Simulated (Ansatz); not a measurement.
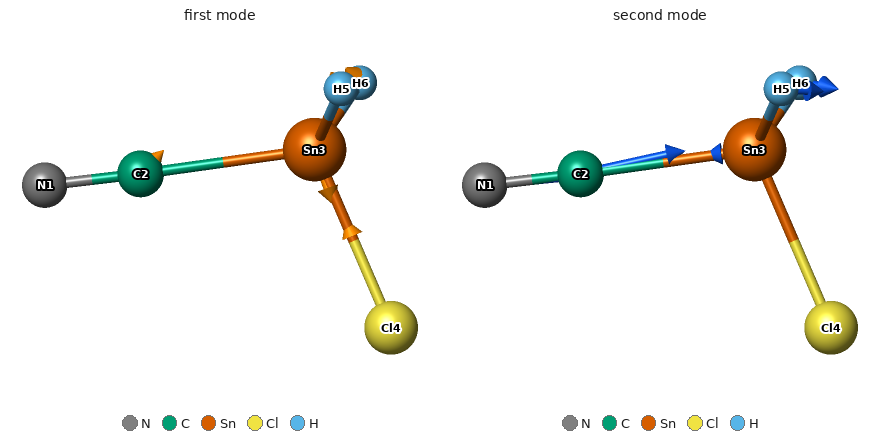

The system is CH₂ClNSn, SMILES N#[C][SnH2][Cl]; the picture shows the reference structure; its two panels give the patterns of the first and the second mode as arrows. First axis: normal mode 4 (367 cm⁻¹). Second axis: normal mode 5 (405 cm⁻¹). Nothing is relaxed (straight displacements along the two mass-weighted modes). The grid has 15 × 15 points. Energies: eV, counted from the relaxed molecule at the same level. The calculation used RKS PBE-D4/def2-TZVP in Ansatz.

Its coordinates:

```xyz
6

N     1.8224   -1.6353    1.0882
C     1.0535   -0.8909    0.6265
Sn   -0.3194    0.4996   -0.1998
Cl   -1.9535   -0.7970   -1.2476
H     0.4927    1.4064   -1.3952
H    -1.0537    1.3532    1.0819
```

Range: normal mode 4 (367 cm⁻¹) from −1.557 to 1.557 amu½·Å; normal mode 5 (405 cm⁻¹) from −1.412 to 1.412 amu½·Å.

> Predict the map.

The lowest grid point is at normal mode 4 (367 cm⁻¹) = 0.000 amu½·Å, normal mode 5 (405 cm⁻¹) = 0.000 amu½·Å, 0.00 eV from the relaxed molecule at the same level. No other kind of well shows on this grid. The highest grid point, normal mode 4 (367 cm⁻¹) = 1.557 amu½·Å, normal mode 5 (405 cm⁻¹) = 1.412 amu½·Å, lies 1.80 eV above the lowest.

| normal mode 5 (405 cm⁻¹) ↓, normal mode 4 (367 cm⁻¹) → | −1.557 | −1.335 | −1.112 | −0.890 | −0.667 | −0.445 | −0.222 | 0.000 | 0.222 | 0.445 | 0.667 | 0.890 | 1.112 | 1.335 | 1.557 |
| --- | --- | --- | --- | --- | --- | --- | --- | --- | --- | --- | --- | --- | --- | --- | --- |
| 1.412 | 1.25 | 1.17 | 1.10 | 1.04 | 0.99 | 0.95 | 0.92 | 0.92 | 0.93 | 0.98 | 1.05 | 1.16 | 1.32 | 1.53 | 1.80 |
| 1.210 | 0.98 | 0.90 | 0.83 | 0.76 | 0.71 | 0.67 | 0.64 | 0.63 | 0.65 | 0.69 | 0.76 | 0.87 | 1.03 | 1.24 | 1.52 |
| 1.008 | 0.77 | 0.69 | 0.62 | 0.55 | 0.49 | 0.45 | 0.42 | 0.41 | 0.43 | 0.47 | 0.54 | 0.65 | 0.81 | 1.03 | 1.30 |
| 0.807 | 0.62 | 0.54 | 0.46 | 0.39 | 0.33 | 0.29 | 0.26 | 0.25 | 0.26 | 0.30 | 0.38 | 0.49 | 0.65 | 0.87 | 1.15 |
| 0.605 | 0.51 | 0.43 | 0.35 | 0.28 | 0.22 | 0.17 | 0.14 | 0.13 | 0.14 | 0.19 | 0.26 | 0.38 | 0.54 | 0.75 | 1.04 |
| 0.403 | 0.45 | 0.36 | 0.28 | 0.21 | 0.14 | 0.10 | 0.07 | 0.05 | 0.07 | 0.11 | 0.18 | 0.30 | 0.46 | 0.68 | 0.97 |
| 0.202 | 0.41 | 0.32 | 0.24 | 0.17 | 0.10 | 0.06 | 0.02 | 0.01 | 0.03 | 0.07 | 0.14 | 0.26 | 0.43 | 0.65 | 0.94 |
| 0.000 | 0.40 | 0.31 | 0.23 | 0.16 | 0.09 | 0.04 | 0.01 | 0.00 | 0.01 | 0.06 | 0.13 | 0.25 | 0.42 | 0.64 | 0.94 |
| −0.202 | 0.42 | 0.33 | 0.24 | 0.17 | 0.11 | 0.06 | 0.02 | 0.01 | 0.02 | 0.07 | 0.15 | 0.27 | 0.43 | 0.66 | 0.96 |
| −0.403 | 0.46 | 0.36 | 0.28 | 0.20 | 0.14 | 0.09 | 0.06 | 0.04 | 0.06 | 0.10 | 0.18 | 0.30 | 0.47 | 0.70 | 1.00 |
| −0.605 | 0.51 | 0.42 | 0.33 | 0.25 | 0.19 | 0.14 | 0.10 | 0.09 | 0.11 | 0.15 | 0.23 | 0.35 | 0.53 | 0.76 | 1.07 |
| −0.807 | 0.58 | 0.48 | 0.39 | 0.32 | 0.25 | 0.20 | 0.17 | 0.16 | 0.17 | 0.22 | 0.30 | 0.42 | 0.60 | 0.84 | 1.14 |
| −1.008 | 0.65 | 0.56 | 0.47 | 0.39 | 0.33 | 0.28 | 0.24 | 0.23 | 0.25 | 0.30 | 0.38 | 0.50 | 0.68 | 0.92 | 1.23 |
| −1.210 | 0.74 | 0.64 | 0.56 | 0.48 | 0.41 | 0.36 | 0.33 | 0.32 | 0.34 | 0.38 | 0.47 | 0.60 | 0.78 | 1.02 | 1.33 |
| −1.412 | 0.83 | 0.74 | 0.65 | 0.57 | 0.51 | 0.46 | 0.42 | 0.42 | 0.43 | 0.48 | 0.57 | 0.70 | 0.88 | 1.12 | 1.44 |

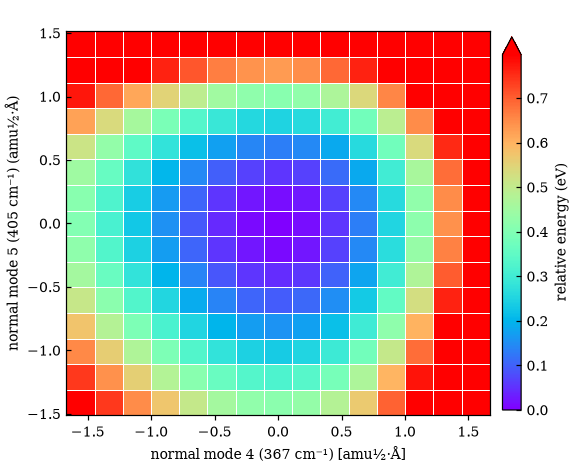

The picture shows one coloured cell a grid point, one colour for all values above the top of the scale.

Each point was launched as `ansatz run input.yaml --threads 1 --pin off --max-ram 2560MiB --backend cpu --events-out ev --progress --plain --runs-dir out`. Time for the 225 points that were run: 9.8 min on 1 thread of Intel(R) Xeon(R) 6975P-C (Granite Rapids), with other jobs on the host.
